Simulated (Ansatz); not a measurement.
# Run report: SiNH$_{5}$SF$_{2}$, nudged elastic band

SiNH$_{5}$SF$_{2}$, computed with RHF/6-31G* (Ansatz 0.2.0).

It belongs to a series of runs on one base structure; here: band between the two ends. Figures and captions count atoms from 1; the log counts them from 0 in places.

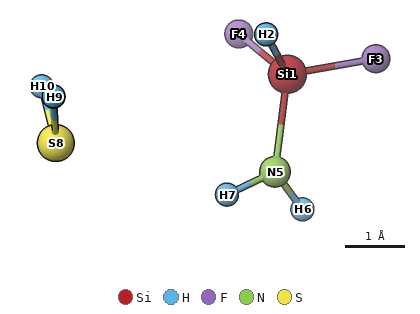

*The input geometry (ball-and-stick view, seen at a tilt; atoms are numbered from 1 in the order of the input).*

### The input
```yaml
crystal:
  periodic: [false, false, false]
  atoms:
    - { symbol: Si, position_ang: [0.588076, -0.340996, -0.046921] }
    - { symbol: H, position_ang: [0.41245, -0.492035, 1.392822] }
    - { symbol: F, position_ang: [2.104127, -0.528046, -0.461359] }
    - { symbol: F, position_ang: [0.260632, 1.174311, -0.391931] }
    - { symbol: "N", position_ang: [-0.322098, -1.4703, -0.908218] }
    - { symbol: H, position_ang: [-0.104233, -1.723601, -1.848701] }
    - { symbol: H, position_ang: [-1.27079, -1.665189, -0.666055] }
    - { symbol: S, position_ang: [-3.61238, -0.349813, 0.965137] }
    - { symbol: H, position_ang: [-3.428604, -0.44411, 2.275267] }
    - { symbol: H, position_ang: [-3.32368, 0.943479, 0.909156] }
basis:
  gaussian: { orbitals: "6-31G*" }
hamiltonian:
  xc: hf
neb:
  order_check: false
  images: 5
  f_tol: 0.05
  max_iterations: 60
  final_atoms:
    - { symbol: Si, position_ang: [-0.90716989, 0.17356681, -0.55947295] }
    - { symbol: H, position_ang: [0.57229639, -0.79111026, 3.00692796] }
    - { symbol: F, position_ang: [0.13490877, 0.67245546, 0.52167242] }
    - { symbol: F, position_ang: [-0.55209777, 0.96120434, -1.88238763] }
    - { symbol: "N", position_ang: [-0.82420919, -1.46060344, -0.95854356] }
    - { symbol: H, position_ang: [-1.10397298, -2.18491679, -0.33347483] }
    - { symbol: H, position_ang: [-0.21354073, -1.7851464, -1.67811457] }
    - { symbol: S, position_ang: [-2.78114733, 0.70494357, 0.2598285] }
    - { symbol: H, position_ang: [-3.52565793, 0.12360806, -0.672516] }
    - { symbol: H, position_ang: [0.50409065, -1.31030136, 3.51527766] }
  initial_path:
    images:
      - { positions_ang: [[0.588076, -0.340996, -0.046921], [0.41245, -0.492035, 1.392822], [2.104127, -0.528046, -0.461359], [0.260632, 1.174311, -0.391931], [-0.322098, -1.4703, -0.908218], [-0.104233, -1.723601, -1.848701], [-1.27079, -1.665189, -0.666055], [-3.61238, -0.349813, 0.965137], [-3.428604, -0.44411, 2.275267], [-3.32368, 0.943479, 0.909156]] }
      - { positions_ang: [[0.40397755, -0.24710888, -0.01631912], [0.2661269, -0.36715872, 1.54617459], [1.91903371, -0.40163896, -0.45288587], [-0.02688548, 1.21763767, -0.41574658], [-0.51532176, -1.46673317, -0.81853503], [-0.56999234, -1.83497985, -1.2330662], [-1.13004854, -1.66933095, -1.00239667], [-3.18102698, -0.20602185, 0.89170885], [-3.3208618, -0.53257899, 1.48332636], [-2.54150127, 0.61161369, 1.23693667]] }
      - { positions_ang: [[0.2198791, -0.15322176, 0.01428276], [0.11980381, -0.24228244, 1.69952718], [1.73394041, -0.27523192, -0.44441274], [-0.31440295, 1.26096434, -0.43956217], [-0.70854552, -1.46316634, -0.72885206], [-1.03575169, -1.94635869, -0.61743141], [-0.98930707, -1.6734729, -1.33873834], [-2.74967395, -0.06223069, 0.81828071], [-3.2131196, -0.62104798, 0.69138572], [-1.75932253, 0.27974839, 1.56471735]] }
      - { positions_ang: [[0.03578064, -0.05933465, 0.04488463], [-0.02651929, -0.11740616, 1.85287977], [1.54884712, -0.14882488, -0.43593961], [-0.60192043, 1.304291, -0.46337775], [-0.90176929, -1.45959951, -0.63916909], [-1.50151103, -2.05773754, -0.00179661], [-0.84856561, -1.67761485, -1.67508], [-2.31832093, 0.08156046, 0.74485256], [-3.10537739, -0.70951696, -0.10055493], [-0.9771438, -0.05211692, 1.89249802]] }
      - { positions_ang: [[-0.2785362, 0.01829917, -0.15656789], [0.17308594, -0.34197419, 2.2375625], [1.07753434, 0.12493524, -0.1167356], [-0.58531287, 1.18992878, -0.93638105], [-0.87591592, -1.45993415, -0.74562725], [-1.36899834, -2.10013062, -0.11235602], [-0.63689065, -1.7134587, -1.67609153], [-2.47259639, 0.28935483, 0.58317788], [-3.24547091, -0.43180862, -0.29120862], [-0.48339898, -0.47151173, 2.43342457]] }
      - { positions_ang: [[-0.59285305, 0.09593299, -0.35802042], [0.37269116, -0.56654223, 2.62224523], [0.60622155, 0.39869535, 0.20246841], [-0.56870532, 1.07556656, -1.40938434], [-0.85006255, -1.46026879, -0.8520854], [-1.23648566, -2.14252371, -0.22291542], [-0.42521569, -1.74930255, -1.67710305], [-2.62687186, 0.4971492, 0.42150319], [-3.38556442, -0.15410028, -0.48186231], [0.01034584, -0.89090654, 2.97435112]] }
      - { positions_ang: [[-0.90716989, 0.17356681, -0.55947295], [0.57229639, -0.79111026, 3.00692796], [0.13490877, 0.67245546, 0.52167242], [-0.55209777, 0.96120434, -1.88238763], [-0.82420919, -1.46060344, -0.95854356], [-1.10397298, -2.18491679, -0.33347483], [-0.21354073, -1.7851464, -1.67811457], [-2.78114733, 0.70494357, 0.2598285], [-3.52565793, 0.12360806, -0.672516], [0.50409065, -1.31030136, 3.51527766]] }
```

Machine: 1 thread of Arm Neoverse V1, 24 GiB of memory available, shared host.

Launched with:
```bash
ansatz run input.yaml --threads 1 --pin off --max-ram 2048MiB --backend cpu --events-out ev --progress --plain --runs-dir out
```

### What the program printed
```
Engine: ansatz 0.2.0, aarch64-unknown-linux-gnu
Functional definition: HF
  exchange = exact_x
  correlation = 0
949 factors; integrals over basis functions are off by at most 7.9e-4 eV
mean field evaluation 1: about -25652.0108 eV, gradient 4.2e1 eV
mean field evaluation 2: about -25652.0797 eV, gradient 4.2e1 eV
mean field evaluation 4: about -25655.5771 eV, gradient 2.8e0 eV
mean field evaluation 8: about -25655.6068 eV, gradient 2.0e-1 eV
mean field -25655.60688829 eV, -942.8261631497 hartree, gradient 2.1e-5 eV, S^2 0.000000; 0 other end points of the search recorded, 0 dependent functions left out
the calculation of the forces begins
reference -25655.60688829 eV, -942.8261631497 hartree; 30, 30 occupied and 63, 63 virtual orbitals, 949 factors
948 factors; integrals over basis functions are off by at most 1.0e-3 eV
mean field evaluation 16: about -25655.7347 eV, gradient 2.7e0 eV
mean field -25655.76447581 eV, -942.8319543844 hartree, gradient 1.3e-5 eV, S^2 0.000000; 0 other end points of the search recorded, 0 dependent functions left out
[... from here on the field's lines of each further geometry are left out, up to the last ...]
NEB iter   1: max|band force component| = 1.211e2 eV/Å  barrier→ = 50.1909 eV  barrier← = 50.3485 eV  Δτ_max = 0.2000 Å  (243 SCF iters)
NEB iter   2: max|band force component| = 3.780e1 eV/Å  barrier→ = 15.0273 eV  barrier← = 15.1848 eV  Δτ_max = 0.2000 Å  (172 SCF iters)
NEB iter   3: max|band force component| = 2.317e1 eV/Å  barrier→ = 8.7843 eV  barrier← = 8.9419 eV  Δτ_max = 0.2000 Å  (157 SCF iters)
NEB iter   4: max|band force component| = 9.551e0 eV/Å  barrier→ = 3.6998 eV  barrier← = 3.8573 eV  Δτ_max = 0.2000 Å  (158 SCF iters)
NEB iter   5: max|band force component| = 4.255e0 eV/Å  barrier→ = 2.0790 eV  barrier← = 2.2365 eV  Δτ_max = 0.2000 Å  (158 SCF iters)
NEB iter   6: max|band force component| = 3.785e0 eV/Å  barrier→ = 1.4488 eV  barrier← = 1.6064 eV  Δτ_max = 0.1994 Å  (160 SCF iters)
NEB iter   7: max|band force component| = 2.982e0 eV/Å  barrier→ = 1.5643 eV  barrier← = 1.7218 eV  Δτ_max = 0.1014 Å  (157 SCF iters)
NEB iter   8: max|band force component| = 1.690e0 eV/Å  barrier→ = 1.1332 eV  barrier← = 1.2908 eV  Δτ_max = 0.1018 Å  (155 SCF iters)
NEB iter   9: max|band force component| = 8.750e-1 eV/Å  barrier→ = 1.1450 eV  barrier← = 1.3025 eV  Δτ_max = 0.1996 Å  (164 SCF iters)
NEB iter  10: max|band force component| = 2.460e0 eV/Å  barrier→ = 1.5033 eV  barrier← = 1.6609 eV  Δτ_max = 0.1008 Å  (148 SCF iters)
NEB iter  11: max|band force component| = 1.081e0 eV/Å  barrier→ = 1.0301 eV  barrier← = 1.1877 eV  Δτ_max = 0.1993 Å  (161 SCF iters)
NEB iter  12: max|band force component| = 5.813e-1 eV/Å  barrier→ = 0.7696 eV  barrier← = 0.9272 eV  Δτ_max = 0.1948 Å  (160 SCF iters)
NEB iter  13: max|band force component| = 1.005e0 eV/Å  barrier→ = 0.6626 eV  barrier← = 0.8202 eV  CI = image 3  Δτ_max = 0.1990 Å  (162 SCF iters)
NEB iter  14: max|band force component| = 1.108e0 eV/Å  barrier→ = 0.6680 eV  barrier← = 0.8256 eV  CI = image 3  Δτ_max = 0.2000 Å  (158 SCF iters)
NEB iter  15: max|band force component| = 1.248e0 eV/Å  barrier→ = 0.7961 eV  barrier← = 0.9537 eV  CI = image 3  Δτ_max = 0.1016 Å  (161 SCF iters)
NEB iter  16: max|band force component| = 1.142e0 eV/Å  barrier→ = 0.8863 eV  barrier← = 1.0438 eV  CI = image 3  Δτ_max = 0.2000 Å  (159 SCF iters)
NEB iter  17: max|band force component| = 1.677e0 eV/Å  barrier→ = 1.5574 eV  barrier← = 1.7150 eV  CI = image 3  Δτ_max = 0.0998 Å  (160 SCF iters)
NEB iter  18: max|band force component| = 2.044e0 eV/Å  barrier→ = 1.7549 eV  barrier← = 1.9125 eV  CI = image 3  Δτ_max = 0.2000 Å  (154 SCF iters)
NEB iter  19: max|band force component| = 2.556e0 eV/Å  barrier→ = 2.2255 eV  barrier← = 2.3831 eV  CI = image 3  Δτ_max = 0.2000 Å  (162 SCF iters)
NEB iter  20: max|band force component| = 2.540e0 eV/Å  barrier→ = 3.2675 eV  barrier← = 3.4251 eV  CI = image 3  Δτ_max = 0.1973 Å  (157 SCF iters)
NEB iter  21: max|band force component| = 2.840e0 eV/Å  barrier→ = 3.3807 eV  barrier← = 3.5383 eV  CI = image 3  Δτ_max = 0.2000 Å  (163 SCF iters)
NEB iter  22: max|band force component| = 1.978e0 eV/Å  barrier→ = 3.7176 eV  barrier← = 3.8752 eV  CI = image 3  Δτ_max = 0.1967 Å  (162 SCF iters)
NEB iter  23: max|band force component| = 1.738e0 eV/Å  barrier→ = 3.6491 eV  barrier← = 3.8067 eV  CI = image 3  Δτ_max = 0.2000 Å  (155 SCF iters)
NEB iter  24: max|band force component| = 1.814e0 eV/Å  barrier→ = 3.7277 eV  barrier← = 3.8852 eV  CI = image 3  Δτ_max = 0.1570 Å  (157 SCF iters)
NEB iter  25: max|band force component| = 1.255e0 eV/Å  barrier→ = 3.5187 eV  barrier← = 3.6763 eV  CI = image 3  Δτ_max = 0.1976 Å  (158 SCF iters)
NEB iter  26: max|band force component| = 1.303e0 eV/Å  barrier→ = 3.3714 eV  barrier← = 3.5290 eV  CI = image 3  Δτ_max = 0.1979 Å  (159 SCF iters)
NEB iter  27: max|band force component| = 9.586e-1 eV/Å  barrier→ = 3.2955 eV  barrier← = 3.4531 eV  CI = image 3  Δτ_max = 0.2000 Å  (160 SCF iters)
NEB iter  28: max|band force component| = 1.064e0 eV/Å  barrier→ = 3.2839 eV  barrier← = 3.4415 eV  CI = image 3  Δτ_max = 0.1965 Å  (161 SCF iters)
NEB iter  29: max|band force component| = 4.074e-1 eV/Å  barrier→ = 3.2341 eV  barrier← = 3.3917 eV  CI = image 3  Δτ_max = 0.0933 Å  (161 SCF iters)
NEB iter  30: max|band force component| = 5.029e-1 eV/Å  barrier→ = 3.2391 eV  barrier← = 3.3967 eV  CI = image 3  Δτ_max = 0.0469 Å  (162 SCF iters)
NEB iter  31: max|band force component| = 4.424e-1 eV/Å  barrier→ = 3.2230 eV  barrier← = 3.3805 eV  CI = image 3  Δτ_max = 0.0468 Å  (163 SCF iters)
NEB iter  32: max|band force component| = 2.951e-1 eV/Å  barrier→ = 3.2098 eV  barrier← = 3.3674 eV  CI = image 3  Δτ_max = 0.0467 Å  (154 SCF iters)
NEB iter  33: max|band force component| = 2.488e-1 eV/Å  barrier→ = 3.2064 eV  barrier← = 3.3639 eV  CI = image 3  Δτ_max = 0.0467 Å  (166 SCF iters)
NEB iter  34: max|band force component| = 1.051e-1 eV/Å  barrier→ = 3.2022 eV  barrier← = 3.3598 eV  CI = image 3  Δτ_max = 0.0935 Å  (159 SCF iters)
NEB iter  35: max|band force component| = 8.553e-2 eV/Å  barrier→ = 3.2000 eV  barrier← = 3.3576 eV  CI = image 3  Δτ_max = 0.0935 Å  (156 SCF iters)
NEB iter  36: max|band force component| = 5.007e-1 eV/Å  barrier→ = 3.1999 eV  barrier← = 3.3575 eV  CI = image 3  Δτ_max = 0.0467 Å  (155 SCF iters)
NEB iter  37: max|band force component| = 1.817e-1 eV/Å  barrier→ = 3.2000 eV  barrier← = 3.3576 eV  CI = image 3  Δτ_max = 0.0934 Å  (158 SCF iters)
NEB iter  38: max|band force component| = 7.663e-2 eV/Å  barrier→ = 3.1995 eV  barrier← = 3.3571 eV  CI = image 3  Δτ_max = 0.0652 Å  (161 SCF iters)
NEB iter  39: max|band force component| = 8.148e-2 eV/Å  barrier→ = 3.1994 eV  barrier← = 3.3570 eV  CI = image 3  Δτ_max = 0.0326 Å  (133 SCF iters)
NEB iter  40: max|band force component| = 7.079e-2 eV/Å  barrier→ = 3.1994 eV  barrier← = 3.3570 eV  CI = image 3  Δτ_max = 0.0326 Å  (133 SCF iters)
NEB iter  41: max|band force component| = 6.115e-2 eV/Å  barrier→ = 3.1994 eV  barrier← = 3.3570 eV  CI = image 3  Δτ_max = 0.0326 Å  (135 SCF iters)
the calculation of the forces begins
reference -25655.74760149 eV, -942.8313342643 hartree; 30, 30 occupied and 63, 63 virtual orbitals, 950 factors
949 factors; integrals over basis functions are off by at most 6.9e-4 eV
mean field -25652.40751204 eV, -942.7085882412 hartree, gradient 1.9e-5 eV, S^2 0.000000; 1 other end points of the search recorded, 0 dependent functions left out
the calculation of the forces begins
reference -25652.40751204 eV, -942.7085882412 hartree; 30, 30 occupied and 63, 63 virtual orbitals, 949 factors
NEB iter  42: max|band force component| = 4.806e-2 eV/Å  barrier→ = 3.1994 eV  barrier← = 3.3570 eV  CI = image 3  Δτ_max = 0.0000 Å  (308 SCF iters)
```

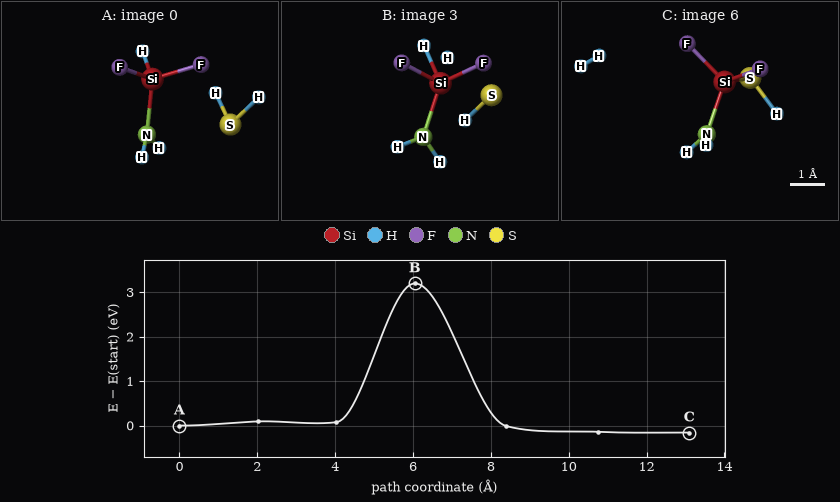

*Images of the last band (counted from 0; ball-and-stick, seen at a tilt) above the energy along the path; the line is a cubic interpolation that uses the forces.*

The highest image is number 3, 3.199 eV above the start and 3.357 eV above the end (the climbing image); the end lies 0.158 eV below the start. The path is 13.09 Å long. The band converged in 42 iterations.

```
Total energy: -25652.40751204 eV, -942.7085882412 hartree
Atom 0 at    -0.288965    -0.100150    -0.037723 Å, force    -0.003571    -0.006669    -0.001947 eV/Å
Atom 1 at    -0.128964    -0.085518     1.596819 Å, force     0.000926    -0.001512    -0.004265 eV/Å
Atom 2 at     1.290333    -0.338599    -0.061189 Å, force     0.000952     0.001559     0.000955 eV/Å
Atom 3 at    -0.347934     1.406315    -0.493357 Å, force     0.001205     0.001116    -0.000202 eV/Å
Atom 4 at    -0.781136    -1.462807    -0.870197 Å, force     0.000532     0.004966     0.005307 eV/Å
Atom 5 at    -1.720050    -1.655924    -1.135572 Å, force     0.002651    -0.000663    -0.000351 eV/Å
Atom 6 at    -0.097324    -2.054919    -1.293323 Å, force    -0.001941     0.001397     0.000908 eV/Å
Atom 7 at    -2.613841     0.277736     0.826340 Å, force    -0.001963     0.000703    -0.000417 eV/Å
Atom 8 at    -2.975767    -0.967292     1.119634 Å, force    -0.000249    -0.000170    -0.000264 eV/Å
Atom 9 at    -1.032852     0.084858     1.567765 Å, force     0.001456    -0.000726     0.000275 eV/Å
Dipole moment:     0.053479    -0.713847    -0.028284 e Å
this run last wrote the band of iteration 42 to [file]
```

### The last band as extended XYZ (Å, eV, eV/Å)
```
10
Properties=species:S:1:pos:R:3:forces:R:3 image=0 energy=-25655.60689
Si    0.5881   -0.3410   -0.0469   -0.0086  -0.0113   0.0072
H     0.4124   -0.4920    1.3928    0.0071  -0.0009  -0.0139
F     2.1041   -0.5280   -0.4614   -0.0043   0.0043   0.0029
F     0.2606    1.1743   -0.3919   -0.0031  -0.0028   0.0011
N    -0.3221   -1.4703   -0.9082   -0.0035   0.0046  -0.0017
H    -0.1042   -1.7236   -1.8487   -0.0078  -0.0006   0.0169
H    -1.2708   -1.6652   -0.6661    0.0208   0.0046  -0.0132
S    -3.6124   -0.3498    0.9651   -0.0015   0.0075   0.0126
H    -3.4286   -0.4441    2.2753   -0.0012  -0.0004  -0.0072
H    -3.3237    0.9435    0.9092    0.0022  -0.0051  -0.0047
10
Properties=species:S:1:pos:R:3:forces:R:3 image=1 energy=-25655.51366
Si    0.5206   -0.3539   -0.1114    0.0130  -0.0436   0.0122
H     0.2188   -0.4089    1.3149    0.0052  -0.0076   0.0000
F     2.0997   -0.3624   -0.2536   -0.0070   0.0027  -0.0051
F     0.0830    1.0315   -0.7389   -0.0054   0.0140   0.0005
N    -0.2383   -1.6051   -0.9469    0.0181   0.0488  -0.0312
H    -0.5167   -1.5321   -1.9012    0.0138  -0.0258  -0.0138
H    -0.5668   -2.4362   -0.5081   -0.0042  -0.0023   0.0178
S    -3.5250    0.3894    0.8761   -0.0092  -0.0039   0.0073
H    -4.0258   -0.5397    1.6794   -0.0092   0.0096   0.0168
H    -2.7459    0.9211    1.8089   -0.0150   0.0082  -0.0045
10
Properties=species:S:1:pos:R:3:forces:R:3 image=2 energy=-25655.53207
Si    0.3107   -0.2649   -0.0578    0.0312  -0.0134   0.0004
H     0.0853   -0.3046    1.3825    0.0167  -0.0148  -0.0178
F     1.8545   -0.4562   -0.3445    0.0434  -0.0049  -0.0316
F    -0.0568    1.2085   -0.5143    0.0243  -0.0104   0.0024
N    -0.4855   -1.4743   -0.9257    0.0368  -0.0028  -0.0135
H    -1.4778   -1.5072   -1.0162    0.0157   0.0127   0.0076
H    -0.0132   -1.9661   -1.6540   -0.0075   0.0006  -0.0177
S    -3.2480    0.1920    0.9711   -0.0448  -0.0063   0.0151
H    -3.4122   -0.9413    1.6396   -0.0292   0.0017   0.0414
H    -2.2535    0.6178    1.7385   -0.0866   0.0376   0.0137
10
Properties=species:S:1:pos:R:3:forces:R:3 image=3 energy=-25652.40751
Si   -0.2890   -0.1002   -0.0377   -0.0036  -0.0067  -0.0019
H    -0.1290   -0.0855    1.5968    0.0009  -0.0015  -0.0043
F     1.2903   -0.3386   -0.0612    0.0010   0.0016   0.0010
F    -0.3479    1.4063   -0.4934    0.0012   0.0011  -0.0002
N    -0.7811   -1.4628   -0.8702    0.0005   0.0050   0.0053
H    -1.7201   -1.6559   -1.1356    0.0027  -0.0007  -0.0004
H    -0.0973   -2.0549   -1.2933   -0.0019   0.0014   0.0009
S    -2.6138    0.2777    0.8263   -0.0020   0.0007  -0.0004
H    -2.9758   -0.9673    1.1196   -0.0002  -0.0002  -0.0003
H    -1.0329    0.0849    1.5678    0.0015  -0.0007   0.0003
10
Properties=species:S:1:pos:R:3:forces:R:3 image=4 energy=-25655.61822
Si   -0.6688   -0.0333   -0.4879   -0.0577   0.0112  -0.0515
H     0.0932   -0.2300    2.6674    0.0304  -0.0180   0.1523
F     0.6855   -0.1641    0.3175   -0.0919   0.0332   0.0547
F    -0.4364    1.2481   -1.3833   -0.0174  -0.0282  -0.1362
N    -0.8690   -1.5189   -1.2472   -0.0079  -0.0012  -0.0622
H    -1.7285   -1.7998   -1.6645    0.0078  -0.0247  -0.0727
H    -0.0967   -2.0983   -1.4973    0.0077  -0.0075  -0.0267
S    -2.4358    0.4617    0.5732    0.0284   0.0267  -0.0375
H    -2.6553   -0.7345    1.1060    0.0435   0.0244  -0.0008
H    -0.5846   -0.0270    2.8353    0.0571  -0.0158   0.1806
10
Properties=species:S:1:pos:R:3:forces:R:3 image=5 energy=-25655.74760
Si   -0.7057   -0.1079   -0.5223   -0.0042  -0.0068  -0.0019
H     0.3142   -0.1751    3.1783    0.0075   0.0025   0.0140
F     0.5855   -0.0290    0.3879    0.0003   0.0046   0.0023
F    -0.5281    1.0522   -1.5797   -0.0028  -0.0056  -0.0064
N    -0.8973   -1.5310   -1.4034    0.0024   0.0044  -0.0042
H    -1.2049   -2.3828   -0.9874    0.0130  -0.0161   0.0211
H    -0.4210   -1.6760   -2.2684   -0.0123   0.0110  -0.0231
S    -2.3131    0.2003    0.8158    0.0015  -0.0113   0.0075
H    -3.2822   -0.0674   -0.0496   -0.0174   0.0205  -0.0346
H    -0.2440   -0.1797    3.6480    0.0121  -0.0032   0.0253
10
Properties=species:S:1:pos:R:3:forces:R:3 image=6 energy=-25655.76448
Si   -0.9072    0.1736   -0.5595    0.0167   0.0132  -0.0090
H     0.5723   -0.7911    3.0069    0.0017   0.0071  -0.0068
F     0.1349    0.6725    0.5217   -0.0098  -0.0069  -0.0091
F    -0.5521    0.9612   -1.8824   -0.0025  -0.0088   0.0138
N    -0.8242   -1.4606   -0.9585    0.0008   0.0133   0.0031
H    -1.1040   -2.1849   -0.3335   -0.0038  -0.0063   0.0043
H    -0.2135   -1.7851   -1.6781    0.0064  -0.0091  -0.0094
S    -2.7811    0.7049    0.2598   -0.0101   0.0077   0.0115
H    -3.5257    0.1236   -0.6725    0.0003  -0.0034  -0.0060
H     0.5041   -1.3103    3.5153    0.0002  -0.0069   0.0076
```

### Summary

```csv
quantity,value
outcome,converged
"barrier, forward",3.199 eV
"barrier, backward",3.357 eV
wall time,7.5 min
peak memory,0.18 GiB
```

The order of the saddle point was not checked.
